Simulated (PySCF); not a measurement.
# H2OPr (Pr(H2O)3+): the cost of one run

Method: several levels, as the steps say, no spin–orbit coupling; program: PySCF 2.14.0.

2 further runs of the same task are left out: 2 for a known fault of the program.

**1. The system as given**

4 atoms, charge 3, spin multiplicity 1.

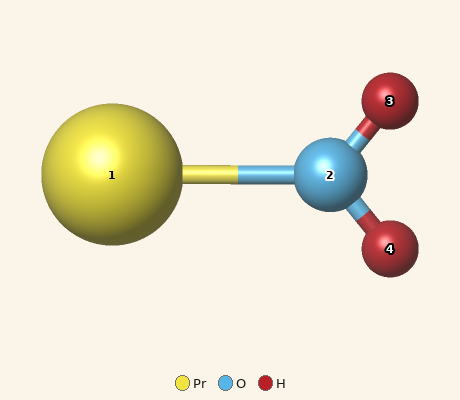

The geometry (praseodymium yellow, oxygen blue, hydrogen red); atoms are numbered from 1 in the order of the file.

Coordinates:

```xyz
4
H2OPr
Pr    0.0000    0.0000   -0.1355
O     0.0000    0.0000    2.1608
H     0.7803    0.0000    2.7903
H    -0.7803    0.0000    2.7903
```

Formal oxidation states: Pr +3. Each metal's 2 4f electrons lie in its core potential, so multiplicities, spins and levels count the valence alone. An earlier session relaxed this geometry at B3LYP, Pr lcecp-1-SVP with ECP48, O def2-SVP, H def2-SVP (singlet, point group C2v).

At B3LYP on the finer grid: E = -107.953264 Eh, HOMO -27.08 eV, LUMO -20.51 eV, Mulliken charge on Pr1 +2.58 e, largest force component 0.007 eV/Å. 

Levels to run: revPBE; BP86; r2SCAN; TPSSh; B3LYP, TZVP. Hardware: 2 threads of Intel Xeon Platinum 8259CL at 2.50GHz (Skylake/Cascade Lake), shared host.

**2. revPBE**

The input, run.py (the lines that set the calculation):

```python
mol = gto.M(atom='''
Pr     0.00000     0.00000    -0.13550
O      0.00000     0.00000     2.16079
H      0.78035     0.00000     2.79029
H     -0.78035     0.00000     2.79029''',
    basis={'Pr': 'lcecp-1-SVP', 'O': 'def2-SVP', 'H': 'def2-SVP'},
    ecp={'Pr': 'lcecp-1-SVP'},
    charge=3, spin=0)
mf = dft.RKS(mol, xc='PBE_R,PBE')
mf.grids.atom_grid = (75, 302)  # f atoms: unpruned, at least (60, 302)
mf = mf.density_fit()  # fitting sets: Pr AutoAux, O def2-universal-JKFIT, H def2-universal-JKFIT
mf.conv_tol = 1e-08; mf.max_cycle = 55
mf.kernel(dm0)  # dm0: the density of the relaxed state
```

On the command line:

```bash
$ OMP_NUM_THREADS=2 python run.py
```

**Question.** How long does this run take on 2 threads of Intel Xeon Platinum 8259CL at 2.50GHz (Skylake/Cascade Lake), shared host?

About 2.9 s.
